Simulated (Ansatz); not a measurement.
System: bcc Eu. Method: r²SCAN (Ansatz, a quantum-chemistry and plane-wave program, PAW).

Numerical settings: plane-wave cutoff 560 eV, 18×18×18 k mesh, Fermi–Dirac smearing 0.05 eV, spin-polarised with parallel moments, scalar-relativistic PAW data made under PBE.

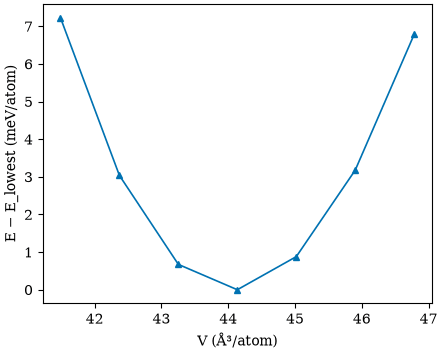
Total energy against volume

### Question
From the curve, estimate the equilibrium volume and the bulk modulus.

### Answer
V0 ≈ 44.1 Å³/atom and B0 ≈ 14 GPa; the fit gives V0 = 44.066 Å³/atom, B0 = 14.1 GPa, B′ = 3.2.

Measured, for comparison: bulk modulus 10.9 ± 0.6 GPa (room temperature, no zero-point or thermal correction, our sources range from 10.9 to 11.7; as tabulated in arXiv:1012.3782); equilibrium volume per atom 48.10 Å³/atom (293 K, no zero-point or thermal correction; as tabulated in Wikipedia's data pages). Computed (rounded) less measured: bulk modulus +29 % (+21 % to +29 % over the range), equilibrium volume per atom -8.4 %.

Note: the 4f shell is treated without U or exact exchange, so its levels and filling can be wrong; the collinear magnetic order is the start's and need not be the measured one.

Spin–orbit coupling is not included.

Static lattice: no zero-point or thermal effects.
